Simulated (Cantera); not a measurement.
Input: 1 mol Si₃N₄, 0.15 mol N₂O, 33 mol H₂, 1.5 mol CO₂, held at 652 °C.

These are equilibrium values from Cantera (NASA tables, ideal gas, pure condensed phases), not measurements of a reactor. Candidate condensed phases: C, C₆H₆, C₇H₈, C₈H₁₈, H₂O, Si, SiC, SiO₂, Si₂N₂O, Si₃N₄; 151 gas species. Kinetics and transport are ignored.

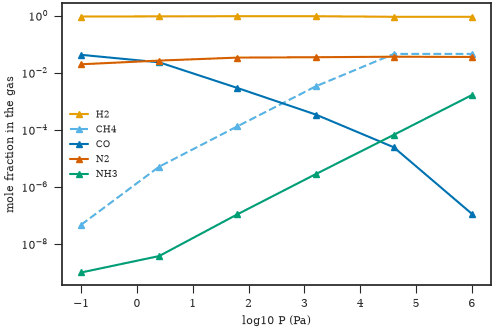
Figure: Equilibrium gas composition (values under 1e-9 drawn at 1e-9)

Q: Read off the mole fractions at 10.0 bar.

A: H₂ about 0.92, CH₄ about 0.046, N₂ about 0.036, NH₃ about 0.0017, CO about 1.1e-7.
